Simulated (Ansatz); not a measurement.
# C2H8GeO: small, medium and large basis sets

Aim: see how fast density functionals converge with the basis set for C2H8GeO.

Method: one geometry, several basis sets; program: Ansatz 0.2.0, Gaussian basis.

Levels to be run: PBE0-D4/def2-SVP; ωB97M-V/def2-SVP; PBE0-D4/def2-QZVPP; ωB97M-V/def2-QZVPP; the functionals' def2-TZVPP values are taken from earlier runs.

## 1. The geometry

All runs share one geometry, relaxed beforehand with PBE0-D4 in a triple-zeta def2 set.

SMILES `CO[CH2][GeH3]`, 12 atoms, charge 0, spin multiplicity 1.

Atoms are counted from 1 here; the program's logs count them from 0.

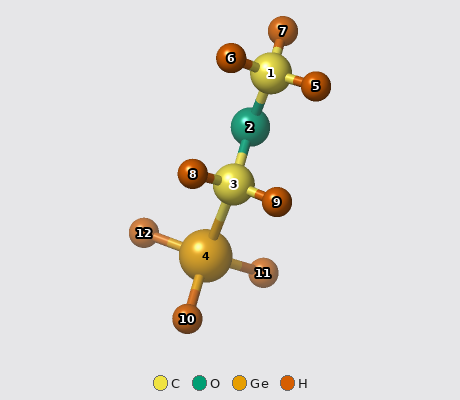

The geometry (carbon yellow, oxygen teal, germanium amber, hydrogen orange); atoms are numbered from 1 in the order of the file.

## 2. PBE0-D4 in def2-SVP

Input file in.yaml:

```yaml
crystal:
  periodic: [false, false, false]
  atoms:
    - {symbol: C, position_ang: [-0.286726, 1.970818, 0.433971]}
    - {symbol: O, position_ang: [0.239189, 0.680045, 0.588442]}
    - {symbol: C, position_ang: [-0.231016, -0.210238, -0.390144]}
    - {symbol: Ge, position_ang: [0.575113, -1.975133, -0.067901]}
    - {symbol: H, position_ang: [-1.382702, 1.968537, 0.513905]}
    - {symbol: H, position_ang: [-0.011129, 2.401352, -0.538779]}
    - {symbol: H, position_ang: [0.126819, 2.592713, 1.228469]}
    - {symbol: H, position_ang: [0.033921, 0.134286, -1.401307]}
    - {symbol: H, position_ang: [-1.327681, -0.296481, -0.355210]}
    - {symbol: H, position_ang: [0.062149, -2.953949, -1.140003]}
    - {symbol: H, position_ang: [0.173603, -2.489542, 1.322614]}
    - {symbol: H, position_ang: [2.105261, -1.877708, -0.160159]}
basis:
  gaussian: {orbitals: def2-SVP}
hamiltonian: {xc: pbe0, dispersion: d4}
output: {orbitals: {seedname: orbitals}}
```

Command:

```sh
$ ansatz run in.yaml --threads 4 --pin off --events-out ev --progress --plain --max-ram 10444MiB
```

Further steps of the session: ωB97M-V in def2-SVP; PBE0-D4 in def2-QZVPP; ωB97M-V in def2-QZVPP.

**Question.** What will the summary of the whole plan be? Wanted: PBE0-D4: double and triple zeta above quadruple; ωB97M-V: double and triple zeta above quadruple.

As calculated:

| quantity | value |
| --- | --- |
| PBE0-D4: double and triple zeta above quadruple | 13.45, 1.47 eV |
| ωB97M-V: double and triple zeta above quadruple | 13.63, 1.44 eV |

In words: PBE0-D4 gains 11.98 eV from double to triple zeta, then 1.47 eV more. These are total energies; as a rule much of such shifts cancels in differences, which this series doesn't test. The LUMO of ωB97M-V is positive and keeps falling with the basis (3.01 to 1.70 eV): an unbound level that the basis holds in place.
